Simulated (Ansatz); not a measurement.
**SiP₂H+ (singlet): one geometry, many settings**

What do other methods and options give for SiP₂H+ (singlet) at this geometry, and how long do they take?

Method: the settings change from run to run; program: Ansatz 0.2.0, Gaussian basis.

13 further runs of the same task are left out: 4 that didn't finish, 9 set aside as unsound or not needed.

## 1. The geometry

The geometry is a PBE0/def2-TZVP stationary point (not a proven minimum) of the parent state, kept for this charge and spin.

4 atoms, charge 1, spin multiplicity 1.

Atoms are counted from 1 here; the program's logs count them from 0.

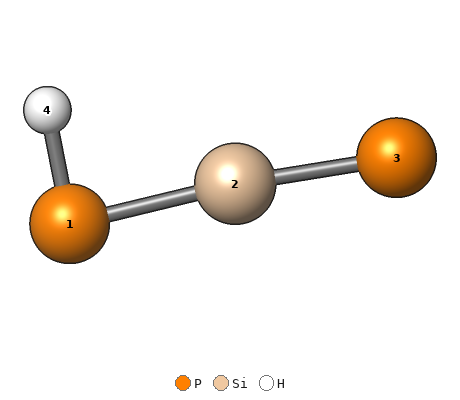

The geometry (phosphorus orange, silicon light orange, hydrogen white); atoms are numbered from 1 in the order of the file.

## 2. BCCD on RHF/6-31G

in.yaml reads:

```yaml
crystal:
  periodic: [false, false, false]
  atoms:
    - {symbol: P, position_ang: [-0.000006, -0.410564, 1.546288]}
    - {symbol: Si, position_ang: [0.000029, -0.286152, -0.549294]}
    - {symbol: P, position_ang: [-0.000008, -0.321661, -2.561269]}
    - {symbol: H, position_ang: [-0.000015, 1.018377, 1.564274]}
basis:
  gaussian: {orbitals: 6-31G}
total_charge: 1
magnetization: {spin_polarized: false}
correlation: {method: bccd, electrons: valence}
accuracy: high
```

Started as:

```
$ ansatz run in.yaml --threads 1 --pin off --events-out ev --progress --plain --max-ram 2393MiB
```

The log of the run, shortened:

```text
Functional definition: HF
  name "HF"
  cite "Fock, Z. Phys. 61, 126 (1930) doi:10.1007/BF01340294"
  parent pbe
[...]
842 factors; integrals over basis functions are off by at most 4.1e-9 eV
[...]
mean field -26407.15335586 eV, -970.4449864165 hartree, gradient 5.9e-8 eV, S^2 0.000000; 5 other end points of the search recorded, 0 dependent functions left out; unrestricted orbitals would lower it
determinant -26407.15335586 eV, -970.4449864165 hartree, with singles and doubles -26412.61127400 eV, -970.6455612087 hartree
determinant -26405.37261145 eV, -970.3795452662 hartree, with singles and doubles -26410.32068335 eV, -970.5613835549 hartree
15 core orbitals not correlated: weight in the atoms' cores, before any rotation towards them, 1.000 or more for the frozen orbitals, at most 0.000 for the correlated occupied ones
reference -26407.15335586 eV, -970.4449864165 hartree; 7, 7 occupied and 19, 19 virtual orbitals, 842 factors
second order -4.60798669 eV of doubles, -0.00000000 eV of singles
cycle   1  -5.36343880 eV  change    9.4e-2 eV  update   3.7e-2
[...]
cycle  26  -5.39728482 eV  change  -4.6e-10 eV  update   1.4e-9
WARN: the results are in doubt because among natural orbitals full CI differs from the method by -0.267 eV
Total energy: -26412.55064068 eV, -970.6433329750 hartree
In doubt: among natural orbitals full CI differs from the method by -0.267 eV
```

Wall time 2.1 s (1 thread of Arm Neoverse V1, shared host).

From the report: correlation -5.3973 eV; largest double amplitude 0.22. Mind the lines of doubt at the end of the log.

## 3. CCSDT(Q)/B on RHF/6-31G

in.yaml, as its differences from that of step 2:

```diff
@@ -11,3 +11,3 @@
 magnetization: {spin_polarized: false}
-correlation: {method: bccd, electrons: valence}
-accuracy: high
+correlation: {method: ccsdt_q_b, electrons: outside_noble_gas}
+output: {forces: true}
```

Launched as before.

The log of the run, shortened:

```text
Functional definition: HF
  name "HF"
  cite "Fock, Z. Phys. 61, 126 (1930) doi:10.1007/BF01340294"
  parent pbe
[...]
809 factors; integrals over basis functions are off by at most 9.3e-8 eV
[...]
mean field -26407.15335583 eV, -970.4449864154 hartree, gradient 3.4e-6 eV, S^2 0.000000; 5 other end points of the search recorded, 0 dependent functions left out; unrestricted orbitals would lower it
determinant -26407.15335583 eV, -970.4449864154 hartree, with singles and doubles -26412.61127566 eV, -970.6455612697 hartree
determinant -26405.37261141 eV, -970.3795452650 hartree, with singles and doubles -26410.32068524 eV, -970.5613836243 hartree
15 core orbitals not correlated: weight in the atoms' cores, before any rotation towards them, 1.000 or more for the frozen orbitals, at most 0.000 for the correlated occupied ones
reference -26407.15335583 eV, -970.4449864154 hartree; 7, 7 occupied and 19, 19 virtual orbitals, 809 factors
second order -4.60798669 eV of doubles, -0.00000000 eV of singles
cycle   1  -4.89319041 eV  change   -2.9e-1 eV  update   1.6e-1
[...]
cycle  22  -5.83329536 eV  change   -3.5e-7 eV  update   3.9e-7
perturbative correction -0.06086531 eV, -0.0022367591 hartree
[...]
Total energy: -26413.04751651 eV, -970.6615928250 hartree
Atom 0 at    -0.000006    -0.410564     1.546288 Å, force    -0.000048    -0.780520     2.662714 eV/Å
Atom 1 at     0.000029    -0.286152    -0.549294 Å, force     0.000123     0.058517     0.204548 eV/Å
Atom 2 at    -0.000008    -0.321661    -2.561269 Å, force    -0.000065    -0.122045    -3.332414 eV/Å
Atom 3 at    -0.000015     1.018377     1.564274 Å, force    -0.000010     0.844049     0.465153 eV/Å
Dipole moment:     0.000005     0.150479     0.155797 e Å
```

It took 34 s on 1 thread of Arm Neoverse V1, shared host; peak memory 0.35 GiB.

From the report: correlation -5.8942 eV; T1 0.056; largest double amplitude 0.29.

## 4. MP2 on UHF/6-31G

in.yaml, as its differences from that of step 3:

```diff
@@ -10,4 +10,3 @@
 total_charge: 1
-magnetization: {spin_polarized: false}
-correlation: {method: ccsdt_q_b, electrons: outside_noble_gas}
-output: {forces: true}
+magnetization: {spin_polarized: true, initial_magnetization: 0}
+correlation: {method: mp2, electrons: valence}
```

Launched as before.

The log of the run, shortened:

```text
Functional definition: HF
  name "HF"
  cite "Fock, Z. Phys. 61, 126 (1930) doi:10.1007/BF01340294"
  parent pbe
[...]
452 factors; integrals over basis functions are off by at most 2.5e-4 eV
[...]
mean field -26408.07850293 eV, -970.4789849440 hartree, gradient 2.9e-6 eV, S^2 1.332093; 16 other end points of the search recorded, 0 dependent functions left out
15 core orbitals not correlated: weight in the atoms' cores, before any rotation towards them, 1.000 or more for the frozen orbitals, at most 0.000 for the correlated occupied ones
reference -26408.07850293 eV, -970.4789849440 hartree; 7, 7 occupied and 19, 19 virtual orbitals, 452 factors
second order -3.23784080 eV of doubles, -0.00000000 eV of singles
Total energy: -26411.31634372 eV, -970.5979733986 hartree
```

It took 3 s on 1 thread of Arm Neoverse V1, shared host.

From the report: ⟨S²⟩ of the determinant 1.332 (pure singlet: 0.00). The determinant is far from a pure spin state, so its energy mixes those of several spin states (harmless only where they are near-degenerate, as at dissociation).

## 5. BCCD(T) on RHF/def2-SVP

in.yaml, as its differences from that of step 4:

```diff
@@ -8,5 +8,7 @@
 basis:
-  gaussian: {orbitals: 6-31G}
+  gaussian: {orbitals: def2-SVP}
 total_charge: 1
-magnetization: {spin_polarized: true, initial_magnetization: 0}
-correlation: {method: mp2, electrons: valence}
+magnetization: {spin_polarized: false}
+correlation: {method: bccd_t, electrons: valence}
+scf: {omitted_lower_state_checks: [cluster_reference]}
+output: {forces: true}
```

Same command.

The log of the run, shortened:

```text
Functional definition: HF
  name "HF"
  cite "Fock, Z. Phys. 61, 126 (1930) doi:10.1007/BF01340294"
  parent pbe
[...]
537 factors; integrals over basis functions are off by at most 1.3e-3 eV
[...]
mean field -26402.73473535 eV, -970.2826051078 hartree, gradient 3.2e-6 eV, S^2 0.000000; 8 other end points of the search recorded, 0 dependent functions left out; unrestricted orbitals would lower it
15 core orbitals not correlated: weight in the atoms' cores, before any rotation towards them, 1.000 or more for the frozen orbitals, at most 0.000 for the correlated occupied ones
reference -26402.73473535 eV, -970.2826051078 hartree; 7, 7 occupied and 37, 37 virtual orbitals, 537 factors
second order -8.11004522 eV of doubles, -0.00000000 eV of singles
cycle   1  -8.72282053 eV  change   -6.1e-1 eV  update   1.5e-1
[...]
cycle  18  -9.26466736 eV  change    2.5e-7 eV  update   4.4e-7
perturbative correction -0.76072424 eV, -0.0279561000 hartree
WARN: the results are in doubt because among natural orbitals full CI differs from the method by -0.086 eV
[...]
Total energy: -26412.76012695 eV, -970.6510314537 hartree
Atom 0 at    -0.000006    -0.410564     1.546288 Å, force    -0.000021    -0.126567     1.255474 eV/Å
Atom 1 at     0.000029    -0.286152    -0.549294 Å, force     0.000039     0.094835    -0.207666 eV/Å
Atom 2 at    -0.000008    -0.321661    -2.561269 Å, force    -0.000019    -0.049852    -1.142203 eV/Å
Atom 3 at    -0.000015     1.018377     1.564274 Å, force    -0.000000     0.081584     0.094395 eV/Å
Dipole moment:     0.000006     0.135635     0.186502 e Å
In doubt: among natural orbitals full CI differs from the method by -0.086 eV
Checks for a lower state left out: cluster_reference
```

Run time: 4.3 s. Hardware: 1 thread of Arm Neoverse V1, shared host.

From the report: correlation -10.0254 eV; largest double amplitude 0.23. Mind the lines of doubt at the end of the log.

## 6. CCSD on RHF/cc-pVDZ

in.yaml, as its differences from that of step 5:

```diff
@@ -8,7 +8,5 @@
 basis:
-  gaussian: {orbitals: def2-SVP}
+  gaussian: {orbitals: cc-pVDZ}
 total_charge: 1
 magnetization: {spin_polarized: false}
-correlation: {method: bccd_t, electrons: valence}
-scf: {omitted_lower_state_checks: [cluster_reference]}
-output: {forces: true}
+correlation: {method: ccsd, electrons: outside_noble_gas}
```

Launched as before.

The log of the run, shortened:

```text
Functional definition: HF
  name "HF"
  cite "Fock, Z. Phys. 61, 126 (1930) doi:10.1007/BF01340294"
  parent pbe
[...]
614 factors; integrals over basis functions are off by at most 1.3e-3 eV
[...]
mean field -26411.32168602 eV, -970.5981697244 hartree, gradient 3.2e-6 eV, S^2 0.000000; 6 other end points of the search recorded, 0 dependent functions left out; unrestricted orbitals would lower it
[...]
determinant -26411.32168602 eV, -970.5981697244 hartree, with singles and doubles -26420.70034350 eV, -970.9428290298 hartree
determinant -26409.82622910 eV, -970.5432126964 hartree, with singles and doubles -26418.69508342 eV, -970.8691370809 hartree
unrestricted determinant -26412.39524556 eV, -970.6376223098 hartree, S^2 1.2223
15 core orbitals not correlated: weight in the atoms' cores, before any rotation towards them, 1.000 or more for the frozen orbitals, at most 0.000 for the correlated occupied ones
reference -26411.32168602 eV, -970.5981697244 hartree; 7, 7 occupied and 37, 37 virtual orbitals, 614 factors
second order -8.17048477 eV of doubles, -0.00000000 eV of singles
cycle   1  -9.37759575 eV  change    1.1e-3 eV  update   6.9e-3
[...]
cycle   9  -9.38222631 eV  change    6.2e-6 eV  update   6.2e-6
WARN: the results are in doubt because among natural orbitals full CI differs from the method by -0.189 eV
Total energy: -26420.70391233 eV, -970.9429601818 hartree
In doubt: among natural orbitals full CI differs from the method by -0.189 eV
```

Run time: 3.6 s. Hardware: 1 thread of Arm Neoverse V1, shared host.

From the report: correlation -9.3822 eV; T1 0.053; largest double amplitude 0.22. Mind the lines of doubt at the end of the log.

## 7. The runs in one table

 † marks a result that the program doubts.

```tsv
level	correlated	functions	energy (eV)	time
BCCD on RHF/6-31G †	valence	41	-26412.5506	2.1 s
CCSDT(Q)/B on RHF/6-31G	outside noble gas	41	-26413.0475	34 s
MP2 on UHF/6-31G	valence	41	-26411.3163	3 s
BCCD(T) on RHF/def2-SVP †	valence	59	-26412.7601	4.3 s
CCSD on RHF/cc-pVDZ †	outside noble gas	59	-26420.7039	3.6 s
```

## 8. Results

| quantity | value |
| --- | --- |
| runs | 5 |
| quickest | BCCD on RHF/6-31G †, 2.1 s |
| slowest | CCSDT(Q)/B on RHF/6-31G, 34 s |

**Reading.** Total energies in different bases, with other cores or another treatment of relativity can't be set against each other. CCSDT(Q)/B on RHF/6-31G took 16 times as long as BCCD on RHF/6-31G †; the jobs differ in more than the method.
